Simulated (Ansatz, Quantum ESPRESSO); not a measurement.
**Rh (Fm-3m): electron–phonon coupling with Quantum ESPRESSO**

What λ does ph.x give for Rh (Fm-3m), and how does it hang on the broadening? The first relaxation steps of the session are not shown, so no cell shown is the starting entry, unless a step says so.

Main program and level: Ansatz 0.2.0 and Quantum ESPRESSO 7.5; DFT PBE, scalar-relativistic, plane waves, PAW; PAW set soft_1, in the first sound run; inputs show where later runs differ.

### Step 1. The cell after earlier relaxation steps

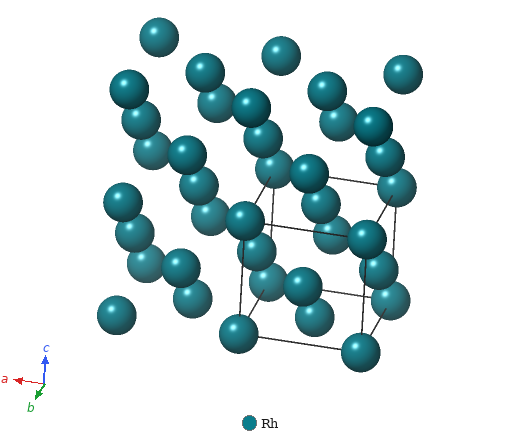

The starting structure, seen from a free direction (rhodium blue). 2×1×2 cells are drawn. This picture shows the conventional cell, with its axes. Some periodic images of atoms are drawn too.

### Step 2. Relaxing cell and atoms

The structure is brought to rest under this functional. Earlier relaxation steps are not shown.

input.yaml reads:

```yaml
crystal:
  lattice:
    - [0.0, 1.9179927686, 1.9179927686]
    - [1.9179927686, 0.0, 1.9179927686]
    - [1.9179927686, 1.9179927686, 0.0]
  atoms:
    - { symbol: Rh, position: [0.0, 0.0, 0.0] }
kpoints:
  mp_grid: { grid: [14, 14, 14] }
hamiltonian:
  xc: pbe
  pseudopotentials: { kind: paw, azcp: { folder: soft_1 } }
scf:
  occupations: { method: gaussian, width: 0.1 }
output:
  forces: true
  stress: true
  eigenvalues: true
relax:
  adjacent_minimum: "off"
  f_tol: 0.005
  max_steps: 80
  cell: { stress_tol: 0.05 }
```

Started as:

```bash
$ ansatz run input.yaml --threads 4 --pin off --max-ram 12288MiB --backend cpu --events-out ev --progress --plain --runs-dir out
```

Numbers of over 12 decimals in the logs are rounded to 6 here.

The log of the run:

```text
[the first part of the log is left out]
  E_local      = -1498.009959  (includes V_loc(G=0)·N_el)
  E_nonlocal   = 298.163450
  E_hartree    = 555.574810
  E_xc         = -201.664340
  E_vxc        = -253.056203  (∫ρ·V_xc dr)
  E_paw        = -3603.239757  (= ΣΔE_a)
  E_vpaw       = -288.796050  (= ΣTr[D̂ρ^β])
  E_aug_tail   = 0.000178  (compensation charges beyond the density's cutoff)
  E_ewald      = -2490.530007
  E_smearing   = -0.006754  (= −TS)
  E_closure    = 0.000000  (closes the sum)
  Σ components = -6402.940049   (vs F -6402.940049, Δ=0.00e0)
--- Forces (eV/Å), atoms counted from 1 ---
  atom   1  Rh    -0.00000000     0.00000000    -0.00000000
  max |Σ_I F_I| component: 4.52e-32 eV/Å
--- Stress (GPa, compression-positive) ---
       -0.005804      -0.000000      -0.000000
       -0.000000      -0.005804      -0.000000
       -0.000000      -0.000000      -0.005804
  P = ⅓ Tr σ = -0.0058 GPa (-0.058 kbar)
--- Band table (eV; the first three rows and the last of 104) ---
  k-point 0: bands = ["-57.0076", "-24.4991", "-24.4991", "-24.4991", "14.0012", "18.8268", "18.8268", "18.8268", "20.8443", "20.8443", "37.6306", "42.8386", "42.8386"]
  k-point 1: bands = ["-57.0025", "-24.5338", "-24.5038", "-24.5038", "14.2010", "18.7413", "18.9040", "18.9040", "20.8030", "20.8030", "37.9076", "41.8262", "43.1230"]
  k-point 2: bands = ["-56.9884", "-24.6304", "-24.5170", "-24.5170", "14.7554", "18.5573", "19.0827", "19.0827", "20.7419", "20.7419", "38.5685", "39.9154", "43.9306"]
  k-point 103: bands = ["-56.8709", "-24.9909", "-24.9038", "-24.7563", "16.8592", "17.5861", "18.7320", "20.7579", "22.7622", "30.2871", "32.1750", "32.8860", "34.2640"]
--- Relaxed structure (3 steps of the walk, 3 accepted, 1 SCFs on fresh bases) ---
  F+E_penalty+E_count = -6402.94004857 eV   max|allowed force component| = 0.000e0 eV/Å   (the final SCF, on the basis selected at the relaxed cell)
  cell:  # Å, volume = 14.0508 Å³
    - [0, 1.915244, 1.915244]
    - [1.915244, 0, 1.915244]
    - [1.915244, 1.915244, 0]
  atoms:
    - { symbol: Rh, position: [0.0, 0.0, 0.0] }
```

Wall time 1.7 s (4 threads of Arm Neoverse V1, shared host); peak memory 0.29 GiB.

Step by step:

| step | energy less that of the first step (eV) | largest force component (eV/Å) | pressure (GPa) | volume (Å³) |
| --- | --- | --- | --- | --- |
| 1 | 0.0000 | 0.0000 | -1.10 | 14.11 |
| 2 | -0.0001 | 0.0000 | 0.97 | 14.00 |
| 3 | -0.0003 | 0.0000 | -0.01 | 14.05 |
| 4 | -0.0002 | 0.0000 | -0.01 | 14.05 |

The log counts 1 steps on a newly chosen plane-wave basis, not all of them marked here; energy and pressure can jump at such steps.

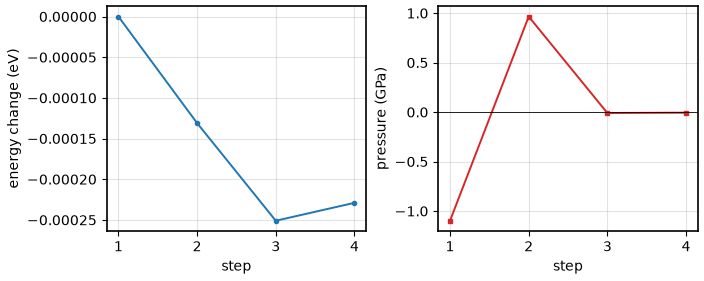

Energy and pressure along the relaxation.

| conventional cell, symmetrised | before | after | change |
| --- | --- | --- | --- |
| a (Å) | 3.836 | 3.830 | -0.1 % |
| b (Å) | 3.836 | 3.830 | -0.1 % |
| c (Å) | 3.836 | 3.830 | -0.1 % |
| volume (Å³/atom) | 14.11 | 14.05 | -0.4 % |

The relaxed structure:

```
Rh
1.0
     0.00000    1.91524    1.91524
     1.91524    0.00000    1.91524
     1.91524    1.91524    0.00000
Rh
1
Direct
  0.00000 0.00000 0.00000
```

This step gave:

```yaml
pressure: -0.005804 GPa
volume_per_atom: 14.05 Å³/atom
metallic_on_mesh: yes
gap_on_the_k_mesh: 0 eV
```

The largest force is now zero by symmetry and the largest stress component 0.0058 GPa.

### Step 3. Second program, ground state

ph.x needs a tightly converged ground state on the same k mesh; the cell is that of the step before.

This step: DFT PBE, scalar-relativistic, plane waves, GBRV ultrasoft pseudopotentials (Quantum ESPRESSO 7.5).

pw.in reads:

```
 &control
    calculation='scf',
    prefix='x',
    outdir='./tmp',
    pseudo_dir='./pseudo',
    tprnfor=.true.,
    tstress=.true.,
 /
 &system
    ibrav=0,
    nat=1,
    ntyp=1,
    ecutwfc=45.0,
    ecutrho=360.0,
    occupations='smearing',
    smearing='fd',
    degauss=0.00734986,
    nbnd=15,
 /
 &electrons
    conv_thr=1.0d-11,
    mixing_beta=0.5,
 /
ATOMIC_SPECIES
 Rh    102.9055  Rh.upf
CELL_PARAMETERS angstrom
     0.000000000    1.915244165    1.915244165
     1.915244165    0.000000000    1.915244165
     1.915244165    1.915244165    0.000000000
ATOMIC_POSITIONS crystal
 Rh     0.000000000   0.000000000   0.000000000
K_POINTS automatic
 15 15 15 0 0 0
```

Started as:

```bash
$ OMP_NUM_THREADS=1 mpirun -n 4 pw.x -nk 4 -in pw.in > pw.x.log
```

The log of the run:

```text
Program PWSCF v.7.5

     This program is part of the open-source Quantum ESPRESSO suite
     for quantum simulation of materials; please cite
         "P. Giannozzi et al., J. Phys.:Condens. Matter 21 395502 (2009);
         "P. Giannozzi et al., J. Phys.:Condens. Matter 29 465901 (2017);
         "P. Giannozzi et al., J. Chem. Phys. 152 154105 (2020);
     in publications or presentations arising from this work. More details at

     Message from routine setup:
     using ibrav=0 with symmetry is DISCOURAGED, use correct ibrav instead

     G-vector sticks info
     --------------------
     sticks:   dense  smooth     PW     G-vecs:    dense   smooth      PW
     Sum         649     313    109                10969     3839     749

     Using Slab Decomposition

     bravais-lattice index     =            0
     lattice parameter (alat)  =       5.1184  a.u.
     unit-cell volume          =      94.8198 (a.u.)^3
     number of atoms/cell      =            1
     number of atomic types    =            1
     number of electrons       =        15.00
     number of Kohn-Sham states=           15
     kinetic-energy cutoff     =      45.0000  Ry
     charge density cutoff     =     360.0000  Ry
     scf convergence threshold =      1.0E-11
     mixing beta               =       0.5000
     number of iterations used =            8  plain     mixing
     Exchange-correlation=  SLA  PW   PBX  PBC
                           (   1   4   3   4   0   0   0)

     celldm(1)=   5.118445  celldm(2)=   0.000000  celldm(3)=   0.000000
     celldm(4)=   0.000000  celldm(5)=   0.000000  celldm(6)=   0.000000

     crystal axes: (cart. coord. in units of alat)
               a(1) = (   0.000000   0.707107   0.707107 )
               a(2) = (   0.707107   0.000000   0.707107 )
               a(3) = (   0.707107   0.707107   0.000000 )

     reciprocal axes: (cart. coord. in units 2 pi/alat)
               b(1) = ( -0.707107  0.707107  0.707107 )
               b(2) = (  0.707107 -0.707107  0.707107 )
               b(3) = (  0.707107  0.707107 -0.707107 )

     PseudoPot. # 1 for Rh read from file:
     ./pseudo/Rh.upf
     Pseudo is Ultrasoft + core correction, Zval = 15.0
     Using radial grid of  969 points,  7 beta functions with:
                l(1) =   0
                l(2) =   0
                l(3) =   1
                l(4) =   1
                l(5) =   2
                l(6) =   2
                l(7) =   2
     Q(r) pseudized with  8 coefficients,  rinner =    1.200   1.200   1.200
                                                       1.200   1.200

     atomic species   valence    mass     pseudopotential
     Rh               15.00   102.90550     Rh( 1.00)

     48 Sym. Ops., with inversion, found

   Cartesian axes

     site n.     atom                  positions (alat units)
         1        Rh     tau(   1) = (   0.0000000   0.0000000   0.0000000  )

     number of k points=   120  Fermi-Dirac smearing, width (Ry)=  0.0073

     Number of k-points >= 100: set verbosity='high' to print them.

     Dense  grid:    10969 G-vectors     FFT dimensions: (  32,  32,  32)

     Smooth grid:     3839 G-vectors     FFT dimensions: (  24,  24,  24)

     Initial potential from superposition of free atoms

     starting charge      14.4999, renormalised to      15.0000

     negative rho (up, down):  5.729E-02 0.000E+00
     Starting wfcs are   12 randomized atomic wfcs +    3 random wfcs

     per-process dynamical memory:    16.3 Mb

     Self-consistent Calculation

     iteration #  1     ecut=    45.00 Ry     beta= 0.50
     Davidson diagonalization with overlap
     ethr =  1.00E-02,  avg # of iterations =  4.8

     negative rho (up, down):  5.939E-02 0.000E+00

     total energy              =    -171.04750963 Ry
     estimated scf accuracy    <       0.55576031 Ry

     iteration #  2     ecut=    45.00 Ry     beta= 0.50
     Davidson diagonalization with overlap
     ethr =  3.71E-03,  avg # of iterations =  2.0

     negative rho (up, down):  5.917E-02 0.000E+00

     total energy              =    -171.19550251 Ry
     estimated scf accuracy    <       0.03628660 Ry

     iteration #  3     ecut=    45.00 Ry     beta= 0.50
     Davidson diagonalization with overlap
     ethr =  2.42E-04,  avg # of iterations =  1.9

     negative rho (up, down):  5.922E-02 0.000E+00

     total energy              =    -171.20351598 Ry
     estimated scf accuracy    <       0.00042061 Ry

     iteration #  4     ecut=    45.00 Ry     beta= 0.50
     Davidson diagonalization with overlap
     ethr =  2.80E-06,  avg # of iterations =  4.5

     negative rho (up, down):  5.920E-02 0.000E+00

     total energy              =    -171.20357605 Ry
     estimated scf accuracy    <       0.00001402 Ry

     iteration #  5     ecut=    45.00 Ry     beta= 0.50
     Davidson diagonalization with overlap
     ethr =  9.34E-08,  avg # of iterations =  1.9

     negative rho (up, down):  5.920E-02 0.000E+00

     total energy              =    -171.20357946 Ry
     estimated scf accuracy    <       0.00000027 Ry

     iteration #  6     ecut=    45.00 Ry     beta= 0.50
     Davidson diagonalization with overlap
     ethr =  1.82E-09,  avg # of iterations =  2.1

     negative rho (up, down):  5.920E-02 0.000E+00

     total energy              =    -171.20357951 Ry
     estimated scf accuracy    <       0.00000004 Ry

     iteration #  7     ecut=    45.00 Ry     beta= 0.50
     Davidson diagonalization with overlap
     ethr =  2.75E-10,  avg # of iterations =  1.8

     negative rho (up, down):  5.920E-02 0.000E+00

     total energy              =    -171.20357952 Ry
     estimated scf accuracy    <          2.2E-10 Ry

     iteration #  8     ecut=    45.00 Ry     beta= 0.50
     Davidson diagonalization with overlap
     ethr =  1.48E-12,  avg # of iterations =  3.0

     negative rho (up, down):  5.920E-02 0.000E+00

     total energy              =    -171.20357952 Ry
     estimated scf accuracy    <          1.9E-11 Ry

     iteration #  9     ecut=    45.00 Ry     beta= 0.50
     Davidson diagonalization with overlap
     ethr =  1.25E-13,  avg # of iterations =  1.5

     negative rho (up, down):  5.920E-02 0.000E+00

     End of self-consistent calculation

     Number of k-points >= 100: set verbosity='high' to print the bands.

     the Fermi energy is    20.7872 ev

!    total energy              =    -171.20357952 Ry
     estimated scf accuracy    <          2.9E-12 Ry
     smearing contrib. (-TS)   =      -0.00336858 Ry
     internal energy E=F+TS    =    -171.20021094 Ry

     The total energy is F=E-TS. E is the sum of the following terms:
     one-electron contribution =     -24.18051188 Ry
     hartree contribution      =      25.43259239 Ry
     xc contribution           =     -29.93886470 Ry
     ewald contribution        =    -142.51342676 Ry

     convergence has been achieved in   9 iterations

     negative rho (up, down):  5.920E-02 0.000E+00

     Forces acting on atoms (cartesian axes, Ry/au):

     atom    1 type  1   force =     0.00000000    0.00000000    0.00000000

     Total force =     0.000000     Total SCF correction =     0.000000

     Computing stress (Cartesian axis) and pressure

     negative rho (up, down):  5.920E-02 0.000E+00
          total   stress  (Ry/bohr**3)                   (kbar)     P=        7.85
   0.00005339  -0.00000000  -0.00000000            7.85       -0.00       -0.00
  -0.00000000   0.00005339  -0.00000000           -0.00        7.85       -0.00
  -0.00000000  -0.00000000   0.00005339           -0.00       -0.00        7.85

     Writing all to output data dir ./tmp/x.save/ :
     XML data file, charge density, pseudopotentials, collected wavefunctions

   JOB DONE.
```

Run time: 5 s. Hardware: 4 MPI ranks.

Numbers from this step:

```
pressure : 0.7850 GPa
```

With these potentials, mesh and smearing the cell is at 0.78 GPa.

[end of part 1 of 4]

[Logs are printed without paths, hosts, clocks, repeated set-up lines and the standing remarks that a program may print on its own settings, such as how far it seeks lower states.]

[Hosts, paths, dates, database ids (printed as entryN), source tags and the programs' standing remarks are cut or masked in the printed files.]
